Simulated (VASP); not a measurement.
# A VASP study of Sn (r2SCAN): structure first, properties next, part 3 of 4

What structure and properties does r2SCAN give Sn, and how near are they to the measured ones? The start is a cell from a database of measured crystal structures.

VASP 6.6.1; r2SCAN; plane waves and PAW (Sn_d).

So far. Step 5 (Band structure (r2SCAN)): There is no gap at this level. Step 6 (Total and projected DOS (r2SCAN)): The finer mesh and the other smearing move the Fermi level by +0.05 eV from the 8×8×8 run, a small shift, which tests the Fermi level alone. Of the states within 0.3 eV of the Fermi level, the largest shares in the PAW spheres are Sn p 44 % and Sn s 9 %. The rest lies in smaller channels or between the spheres.

The database entry behind the starting cell differs from later determinations by our own check (about 0.15 % long, nanocrystals), so it need not match the best structure at ambient conditions.

**7. Vibrations at Γ (r2SCAN)**

Zone-centre modes test whether the atoms sit at a minimum within this cell. IBRION = 6 takes the force constants from differences of forces between displaced cells, so the forces must be tight.

INCAR reads:

```
SYSTEM = Sn
PREC = Accurate
ENCUT = 400
EDIFF = 1E-08
NELM = 100
ISMEAR = 1
SIGMA = 0.2
LREAL = .FALSE.
ALGO = Normal
METAGGA = R2SCAN
LASPH = .TRUE.
NBANDS = 20
LORBIT = 11
LWAVE = .FALSE.
LCHARG = .FALSE.
KPAR = 2
IBRION = 6
NFREE = 2
POTIM = 0.015
ISIF = 2
NSW = 1
```

POSCAR reads:

```
Sn
1.0
   -2.9045720571      2.9045720571      1.6384020222
    2.9045720571     -2.9045720571      1.6384020222
    2.9045720571      2.9045720571     -1.6384020222
Sn
2
Direct
    0.0000000000      0.0000000000      0.0000000000
    0.7500000000      0.2500000000      0.5000000000
```

KPOINTS reads:

```
Automatic mesh
0
Gamma
13 13 13
0 0 0
```

PAW data sets: Sn_d (PBE family, release 64).

Started as:

```
$ mpirun -np 2 vasp_std
```

Output:

```text
[... set-up lines as in an earlier step ...]
 entering main loop
       N       E                     dE             d eps       ncg     rms          rms(c)
DAV:   1     0.160766601272E+03    0.16077E+03   -0.13026E+04  7940   0.191E+03
DAV:   2    -0.328980801216E+02   -0.19366E+03   -0.19043E+03  7924   0.420E+02
DAV:   3    -0.527829802666E+02   -0.19885E+02   -0.19755E+02  8964   0.133E+02
DAV:   4    -0.533887916723E+02   -0.60581E+00   -0.60550E+00  8836   0.262E+01
DAV:   5    -0.534153470662E+02   -0.26555E-01   -0.26555E-01 11040   0.495E+00    0.383E+00
DAV:   6    -0.492246778382E+02    0.41907E+01   -0.11526E+00  8992   0.175E+01    0.190E+00
DAV:   7    -0.492335078080E+02   -0.88300E-02   -0.19579E-02  9200   0.155E+00    0.944E-01
DAV:   8    -0.492390471553E+02   -0.55393E-02   -0.95909E-03  9888   0.828E-01    0.752E-02
DAV:   9    -0.492389682998E+02    0.78855E-04   -0.16384E-03 10496   0.649E-01    0.446E-02
DAV:  10    -0.492389805552E+02   -0.12255E-04   -0.61309E-05 10136   0.902E-02    0.189E-02
DAV:  11    -0.492389766003E+02    0.39549E-05   -0.60724E-05 10592   0.114E-01    0.262E-03
DAV:  12    -0.492389778660E+02   -0.12657E-05   -0.24395E-06 10616   0.174E-02    0.402E-03
DAV:  13    -0.492389755600E+02    0.23060E-05   -0.23024E-06 10596   0.241E-02    0.452E-04
DAV:  14    -0.492389756315E+02   -0.71544E-07   -0.28580E-08  7120   0.150E-03    0.304E-04
DAV:  15    -0.492389757523E+02   -0.12071E-06   -0.16034E-08  5064   0.197E-03    0.632E-05
DAV:  16    -0.492389757634E+02   -0.11115E-07   -0.22616E-09  4820   0.459E-04    0.325E-05
DAV:  17    -0.492389757614E+02    0.19904E-08   -0.45696E-10  4728   0.210E-04
   1 F= -.49238976E+02 E0= -.49239704E+02  d E =0.218351E-02
 Found     2 degrees of freedom:
 Finite differences POTIM= 0.01500 DOF=   2
 bond charge predicted
       N       E                     dE             d eps       ncg     rms          rms(c)
DAV:   1    -0.492339162703E+02    0.50595E-02   -0.11021E+00 26336   0.679E+00    0.136E-01
DAV:   2    -0.492384950882E+02   -0.45788E-02   -0.30620E-02 34040   0.167E+00    0.416E-02
DAV:   3    -0.492385341430E+02   -0.39055E-04   -0.32860E-04 28220   0.167E-01    0.362E-02
DAV:   4    -0.492385430801E+02   -0.89371E-05   -0.23234E-05 36068   0.497E-02    0.149E-02
DAV:   5    -0.492385449569E+02   -0.18768E-05   -0.23815E-06 31624   0.141E-02    0.135E-03
DAV:   6    -0.492385449605E+02   -0.35502E-08   -0.22766E-07 27020   0.441E-03    0.120E-03
DAV:   7    -0.492385449085E+02    0.51918E-07   -0.24368E-08 22248   0.200E-03    0.179E-04
DAV:   8    -0.492385449158E+02   -0.72396E-08   -0.31470E-09 14576   0.533E-04
   2 F= -.49238545E+02 E0= -.49239272E+02  d E =0.218272E-02
[...]
3 F= -.49238544E+02 E0= -.49239272E+02  d E =0.218272E-02
[...]
4 F= -.49238915E+02 E0= -.49239640E+02  d E =0.217603E-02
 Finite differences progress:
  Degree of freedom:   2/  2
  Displacement:        1/  2
  Total:               3/  4
 bond charge predicted
       N       E                     dE             d eps       ncg     rms          rms(c)
DAV:   1    -0.492233873457E+02    0.15528E-01   -0.33901E+00 15112   0.116E+01    0.170E-01
DAV:   2    -0.492387959842E+02   -0.15409E-01   -0.97658E-02 18876   0.283E+00    0.655E-02
DAV:   3    -0.492388947742E+02   -0.98790E-04   -0.98922E-04 15856   0.290E-01    0.536E-02
DAV:   4    -0.492389093722E+02   -0.14598E-04   -0.86819E-05 20652   0.100E-01    0.215E-02
DAV:   5    -0.492389151563E+02   -0.57841E-05   -0.86707E-06 17844   0.264E-02    0.309E-03
DAV:   6    -0.492389152814E+02   -0.12517E-06   -0.73075E-07 15944   0.782E-03    0.180E-03
DAV:   7    -0.492389151110E+02    0.17046E-06   -0.14752E-07 17436   0.465E-03    0.294E-04
DAV:   8    -0.492389151148E+02   -0.37762E-08   -0.73174E-09  9304   0.845E-04
   5 F= -.49238915E+02 E0= -.49239640E+02  d E =0.217604E-02
 Finite differences progress:
  Degree of freedom:   2/  2
  Displacement:        2/  2
  Total:               4/  4
```

Run time: 22 min. Hardware: 2 MPI ranks of Intel Xeon 6975P-C (Granite Rapids), shared host; peak memory 1.2 GiB.

OUTCAR, selected parts (step 7):

```text
   k-points           NKPTS =    196   k-points in BZ     NKDIM =    196   number of bands    NBANDS=     20

   NELECT =      28.0000    total number of electrons

 E-fermi :   7.6722

 k-point     1 :       0.0000    0.0000    0.0000
  band No.  band energies     occupation
    ...
     10     -14.1230      2.00000
     11      -3.8393      2.00000
     12       4.3418      2.00000
     13       5.7014      2.00000
     14       5.7149      2.00000
     15      11.1895     -0.00000
     16      14.2574      0.00000
     17      14.3231      0.00000
     18      14.3940      0.00000
     19      14.4274      0.00000
    ...

  Total        0.2791086      0.1822291     -0.4895163      0.0000000      0.0000000      0.0000000
  in kB        8.0879605      5.2806032    -14.1851198      0.0000000      0.0000000      0.0000000
  external PRESSURE =      -0.2721854 kB  Pullay stress =       0.0000000 kB

 POSITION                                       TOTAL-FORCE (eV/Angst)
 -----------------------------------------------------------------------------------
      0.00000      0.00000     -0.01500         0.000000      0.000000      0.008892
      0.00000      2.90457      0.81920        -0.000000     -0.000000     -0.008892
 -----------------------------------------------------------------------------------
    total drift:                                0.000000      0.000000     -0.000036

  FREE ENERGIE OF THE ION-ELECTRON SYSTEM (eV)
  ---------------------------------------------------
  free  energy   TOTEN  =       -49.2389151148 eV

  energy  without entropy=      -49.2410911567  energy(sigma->0) =      -49.23964046

 Eigenvectors and eigenvalues of the dynamical matrix
 ----------------------------------------------------

   1 f  =    4.007237 THz    25.178215 2PiTHz  133.667050 cm-1    16.572595 meV
             X         Y         Z           dx          dy          dz
      0.000000  0.000000  0.000000     0.707107   -0.000000   -0.000000
      0.000000  2.904572  0.819201    -0.707107    0.000000    0.000000

   2 f  =    4.007237 THz    25.178215 2PiTHz  133.667050 cm-1    16.572595 meV
             X         Y         Z           dx          dy          dz
      0.000000  0.000000  0.000000    -0.000000   -0.707107   -0.000000
      0.000000  2.904572  0.819201     0.000000    0.707107    0.000000

   3 f  =    1.569853 THz     9.863680 2PiTHz   52.364675 cm-1     6.492389 meV
             X         Y         Z           dx          dy          dz
      0.000000  0.000000  0.000000     0.000000    0.000000   -0.707107
      0.000000  2.904572  0.819201     0.000000    0.000000    0.707107

   4 f  =    0.000000 THz     0.000000 2PiTHz    0.000001 cm-1     0.000000 meV
             X         Y         Z           dx          dy          dz
      0.000000  0.000000  0.000000    -0.531694   -0.452163    0.113357
      0.000000  2.904572  0.819201    -0.531694   -0.452163    0.113357

   5 f/i=    0.000000 THz     0.000000 2PiTHz    0.000000 cm-1     0.000000 meV
             X         Y         Z           dx          dy          dz
      0.000000  0.000000  0.000000    -0.162595    0.018737   -0.687904
      0.000000  2.904572  0.819201    -0.162595    0.018737   -0.687904

   6 f/i=    0.000000 THz     0.000000 2PiTHz    0.000002 cm-1     0.000000 meV
             X         Y         Z           dx          dy          dz
      0.000000  0.000000  0.000000    -0.436880    0.543320    0.118061
      0.000000  2.904572  0.819201    -0.436880    0.543320    0.118061

 ELASTIC MODULI CONTR FROM IONIC RELAXATION (kBar)
 Direction    XX          YY          ZZ          XY          YZ          ZX
 --------------------------------------------------------------------------------
 XX        -504.0311    504.0311      0.0000      0.0000      0.0000      0.0000
 YY         504.0311   -504.0311      0.0000      0.0000     -0.0000     -0.0000
 ZZ           0.0000      0.0000      0.0000      0.0000      0.0000      0.0000
 XY           0.0000      0.0000      0.0000      0.0000      0.0000      0.0000
 YZ           0.0000     -0.0000      0.0000      0.0000    -38.8116      0.0000
 ZX           0.0000     -0.0000      0.0000      0.0000      0.0000    -38.8119
 --------------------------------------------------------------------------------

[... 7 parts as in an earlier step ...]

[... 9 further parts left out ...]
```

The last energy, forces, stress and levels in OUTCAR belong to the last displaced cell, not to the cell of POSCAR.

This step gave:

| Quantity | Value |
| --- | --- |
| bands | 20 |
| irreducible k-points | 196 |
| pressure of the cell | -0.03343 GPa |
| largest force of the cell | 0 eV/Å |

Modes at Γ:

```csv
mode,frequency (cm⁻¹),symmetry
1,0.0,acoustic
2,0.0,acoustic
3,0.0,acoustic
4,52.4,Bg
5,133.7,Eg
6,133.7,Eg
```

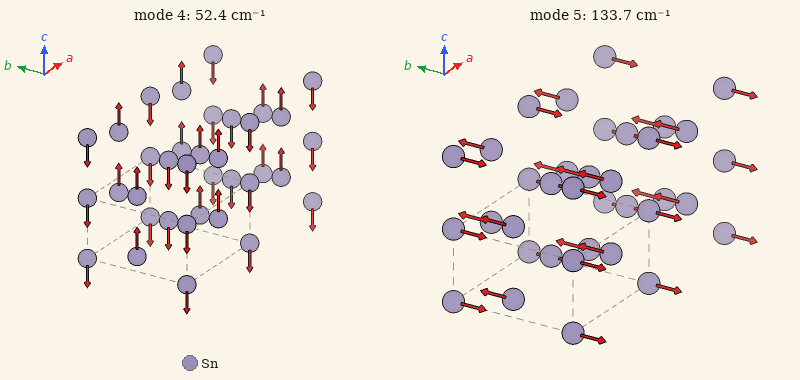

Displacement patterns of modes 4 and 5 at Γ; arrows are exaggerated. 2×1×2 conventional cells are drawn. Some periodic images of atoms are drawn too.

The three acoustic modes come out at zero, and all others are real. By the characters of their eigenvectors the optical modes sort into (cm⁻¹) Raman active: Bg 52, Eg 134. B labels carry no number here, since it depends on the setting of the axes. With a centre of inversion no mode is active in both.

**8. Volume scan with r2SCAN**

An equation of state needs energies on both sides of the minimum, all on one mesh and cutoff.

Edit INCAR of step 7 so:

```diff
@@ -3,3 +3,3 @@
 ENCUT = 400
-EDIFF = 1E-08
+EDIFF = 1E-06
 NELM = 100
@@ -16,6 +16,2 @@
 KPAR = 2
-IBRION = 6
-NFREE = 2
-POTIM = 0.015
 ISIF = 2
-NSW = 1
```

POSCAR reads:

```
Sn
1.0
   -2.8452784389      2.8452784389      1.6049558614
    2.8452784389     -2.8452784389      1.6049558614
    2.8452784389      2.8452784389     -1.6049558614
Sn
2
Direct
    0.0000000000      0.0000000000      0.0000000000
    0.7500000000      0.2500000000      0.5000000000
```

KPOINTS reads:

```
Automatic mesh
0
Gamma
8 8 8
0 0 0
```

Started as:

```
$ mpirun -np 2 vasp_std
```

Output:

```text
[... set-up lines as in an earlier step ...]
 entering main loop
       N       E                     dE             d eps       ncg     rms          rms(c)
DAV:   1     0.161688326568E+03    0.16169E+03   -0.12966E+04  2388   0.197E+03
DAV:   2    -0.333404416176E+02   -0.19503E+03   -0.19146E+03  2384   0.420E+02
DAV:   3    -0.527302333874E+02   -0.19390E+02   -0.19239E+02  2680   0.132E+02
DAV:   4    -0.533175239924E+02   -0.58729E+00   -0.58545E+00  2720   0.256E+01
DAV:   5    -0.533428705308E+02   -0.25347E-01   -0.25346E-01  3388   0.480E+00    0.419E+00
DAV:   6    -0.491809395705E+02    0.41619E+01   -0.11265E+00  2720   0.176E+01    0.206E+00
DAV:   7    -0.491899078379E+02   -0.89683E-02   -0.20273E-02  2776   0.157E+00    0.988E-01
DAV:   8    -0.491947017038E+02   -0.47939E-02   -0.83383E-03  3068   0.759E-01    0.731E-02
DAV:   9    -0.491946273887E+02    0.74315E-04   -0.15721E-03  3212   0.656E-01    0.484E-02
DAV:  10    -0.491946388112E+02   -0.11423E-04   -0.44596E-05  3064   0.670E-02    0.210E-02
DAV:  11    -0.491946343406E+02    0.44707E-05   -0.75660E-05  3196   0.132E-01    0.359E-03
DAV:  12    -0.491946347734E+02   -0.43281E-06   -0.14660E-06  2184   0.118E-02
   1 F= -.49194635E+02 E0= -.49194242E+02  d E =-.117796E-02
```

Wall time 37 s (2 MPI ranks); peak memory 0.33 GiB.

OUTCAR, selected parts (step 8):

```text
   ENCUT  =  400.0 eV  29.40 Ry    5.42 a.u.   7.06  7.06  7.06*2*pi/ulx,y,z

   NELECT =      28.0000    total number of electrons

 E-fermi :   8.4144

 k-point     1 :       0.0000    0.0000    0.0000
  band No.  band energies     occupation
    ...
     10     -13.3483      2.00000
     11      -3.5450      2.00000
     12       5.3508      2.00000
     13       6.3214      2.00000
     14       6.3214      2.00000
     15      11.8819     -0.00000
     16      15.4650      0.00000
     17      15.5324      0.00000
     18      15.5473      0.00000
     19      15.5474      0.00000
    ...

  Total        1.2752936      1.2752936      1.0423587      0.0000000     -0.0000000      0.0000000
  in kB       39.3140816     39.3140816     32.1332868      0.0000000     -0.0000000      0.0000000
  external PRESSURE =      36.9204833 kB  Pullay stress =       0.0000000 kB

 POSITION                                       TOTAL-FORCE (eV/Angst)
 -----------------------------------------------------------------------------------
      0.00000      0.00000      0.00000         0.000000      0.000000      0.000000
     -0.00000      2.84528      0.80248        -0.000000     -0.000000     -0.000000
 -----------------------------------------------------------------------------------
    total drift:                               -0.000000      0.000000      0.000000

  FREE ENERGIE OF THE ION-ELECTRON SYSTEM (eV)
  ---------------------------------------------------
  free  energy   TOTEN  =       -49.1946347734 eV

  energy  without entropy=      -49.1934568128  energy(sigma->0) =      -49.19424212

[... 3 parts as in an earlier step ...]

[... 13 further parts left out ...]
```

The scan keeps the cell's shape and the fractional positions fixed.

Numbers from this step:

- irreducible k-points: 59
- free energy (TOTEN): -49.19 eV
- energy at zero smearing: -49.19 eV
- Fermi energy: 8.414 eV
- pressure: 3.692 GPa

The pressure here is 3.69 GPa.

**9. Volume scan with r2SCAN (run 2)**

INCAR is that of step 8.

POSCAR reads:

```
Sn
1.0
   -2.8653162712      2.8653162712      1.6162587399
    2.8653162712     -2.8653162712      1.6162587399
    2.8653162712      2.8653162712     -1.6162587399
Sn
2
Direct
    0.0000000000      0.0000000000      0.0000000000
    0.7500000000      0.2500000000      0.5000000000
```

KPOINTS is that of step 8.

Started as:

```
$ mpirun -np 2 vasp_std
```

Output:

```text
[... set-up lines as in an earlier step ...]
 entering main loop
       N       E                     dE             d eps       ncg     rms          rms(c)
DAV:   1     0.161368502445E+03    0.16137E+03   -0.12946E+04  2396   0.194E+03
DAV:   2    -0.326643014175E+02   -0.19403E+03   -0.19073E+03  2388   0.426E+02
DAV:   3    -0.527394066204E+02   -0.20075E+02   -0.19916E+02  2708   0.134E+02
DAV:   4    -0.533475767135E+02   -0.60817E+00   -0.60738E+00  2680   0.261E+01
DAV:   5    -0.533741309065E+02   -0.26554E-01   -0.26553E-01  3396   0.492E+00    0.407E+00
DAV:   6    -0.492029553043E+02    0.41712E+01   -0.11364E+00  2748   0.176E+01    0.200E+00
DAV:   7    -0.492119736656E+02   -0.90184E-02   -0.19900E-02  2800   0.156E+00    0.975E-01
DAV:   8    -0.492170451955E+02   -0.50715E-02   -0.86976E-03  3072   0.778E-01    0.729E-02
DAV:   9    -0.492169587215E+02    0.86474E-04   -0.15989E-03  3204   0.656E-01    0.462E-02
DAV:  10    -0.492169705162E+02   -0.11795E-04   -0.47046E-05  2996   0.713E-02    0.202E-02
DAV:  11    -0.492169663130E+02    0.42032E-05   -0.71681E-05  3212   0.127E-01    0.357E-03
DAV:  12    -0.492169670133E+02   -0.70036E-06   -0.15913E-06  2196   0.130E-02
   1 F= -.49216967E+02 E0= -.49216926E+02  d E =-.122309E-03
```

Elapsed: 39 s, on 2 MPI ranks; peak memory 0.33 GiB; 74 s of CPU time.

From OUTCAR (step 9):

```text
   ENCUT  =  400.0 eV  29.40 Ry    5.42 a.u.   7.11  7.11  7.11*2*pi/ulx,y,z

   NELECT =      28.0000    total number of electrons

 E-fermi :   8.1462

 k-point     1 :       0.0000    0.0000    0.0000
  band No.  band energies     occupation
    ...
     10     -13.6163      2.00000
     11      -3.6466      2.00000
     12       5.0022      2.00000
     13       6.1076      2.00000
     14       6.1076      2.00000
     15      11.6421     -0.00000
     16      15.0467      0.00000
     17      15.1142      0.00000
     18      15.1544      0.00000
     19      15.1545      0.00000
    ...

  Total        0.7943432      0.7943432      0.6469356      0.0000000      0.0000000      0.0000000
  in kB       23.9774353     23.9774353     19.5279038      0.0000000      0.0000000      0.0000000
  external PRESSURE =      22.4942581 kB  Pullay stress =       0.0000000 kB

 POSITION                                       TOTAL-FORCE (eV/Angst)
 -----------------------------------------------------------------------------------
      0.00000      0.00000      0.00000        -0.000000      0.000000      0.000000
      0.00000      2.86532      0.80813         0.000000     -0.000000     -0.000000
 -----------------------------------------------------------------------------------
    total drift:                               -0.000000      0.000000      0.000000

  FREE ENERGIE OF THE ION-ELECTRON SYSTEM (eV)
  ---------------------------------------------------
  free  energy   TOTEN  =       -49.2169670133 eV

  energy  without entropy=      -49.2168447044  energy(sigma->0) =      -49.21692624

[... 5 parts as in an earlier step ...]

[... 11 further parts left out ...]
```

Numbers from this step:

```yaml
free_energy_toten: -49.22 eV
fermi_energy: 8.146 eV
pressure: 2.249 GPa
```

The pressure falls from 3.69 to 2.25 GPa.

The run ends at a pressure of 2.25 GPa.

**10. Volume scan with r2SCAN (run 3)**

INCAR is that of step 9.

POSCAR reads:

```
Sn
1.0
   -2.8850776975      2.8850776975      1.6274057041
    2.8850776975     -2.8850776975      1.6274057041
    2.8850776975      2.8850776975     -1.6274057041
Sn
2
Direct
    0.0000000000      0.0000000000      0.0000000000
    0.7500000000      0.2500000000      0.5000000000
```

KPOINTS is that of step 9.

Started as:

```
$ mpirun -np 2 vasp_std
```

Output:

```text
[... set-up lines as in an earlier step ...]
 entering main loop
       N       E                     dE             d eps       ncg     rms          rms(c)
DAV:   1     0.162576894780E+03    0.16258E+03   -0.13094E+04  2384   0.193E+03
DAV:   2    -0.324727692238E+02   -0.19505E+03   -0.19182E+03  2384   0.425E+02
DAV:   3    -0.527556528724E+02   -0.20283E+02   -0.20159E+02  2696   0.134E+02
DAV:   4    -0.533686571889E+02   -0.61300E+00   -0.61266E+00  2680   0.262E+01
[...]
DAV:  12    -0.492299607416E+02   -0.10504E-05   -0.19553E-06  2232   0.156E-02    0.411E-03
DAV:  13    -0.492299583145E+02    0.24270E-05   -0.26032E-06  1764   0.262E-02    0.776E-04
DAV:  14    -0.492299582564E+02    0.58100E-07   -0.23594E-07  1464   0.441E-03
   1 F= -.49229958E+02 E0= -.49230298E+02  d E =0.101782E-02
```

Elapsed: 55 s, on 2 MPI ranks; peak memory 0.33 GiB.

OUTCAR, selected parts (step 10):

```text
  Total        0.4146813      0.4146813      0.3492939      0.0000000      0.0000000      0.0000000
  in kB       12.2617984     12.2617984     10.3283451      0.0000000      0.0000000      0.0000000
  external PRESSURE =      11.6173139 kB  Pullay stress =       0.0000000 kB

 POSITION                                       TOTAL-FORCE (eV/Angst)
 -----------------------------------------------------------------------------------
      0.00000      0.00000      0.00000         0.000000     -0.000000      0.000000
      0.00000      2.88508      0.81370        -0.000000      0.000000     -0.000000
 -----------------------------------------------------------------------------------
    total drift:                                0.000000     -0.000000      0.000000

  FREE ENERGIE OF THE ION-ELECTRON SYSTEM (eV)
  ---------------------------------------------------
  free  energy   TOTEN  =       -49.2299582564 eV

  energy  without entropy=      -49.2309760770  energy(sigma->0) =      -49.23029753

[... 1 part as in an earlier step ...]

[... 2 further parts left out ...]
[key lines of the parts left out:]
E-fermi :   7.8910
```

The pressure falls from 2.25 to 1.16 GPa.

The run ends at a pressure of 1.16 GPa.

(Part 3 of 4 ends here.)

[Lines on the potential files, build, host, timing and source positions are cut from VASP's logs without a mark.]

[Logs are printed without paths, hosts, clocks, repeated set-up lines and the standing remarks that a program may print on its own settings, such as how far it seeks lower states.]

[Hosts, paths, dates, database ids (printed as entryN), source tags and the programs' standing remarks are cut or masked in the printed files.]

[A measured line is paired with the nearest computed mode of its activity, which favours agreement.]
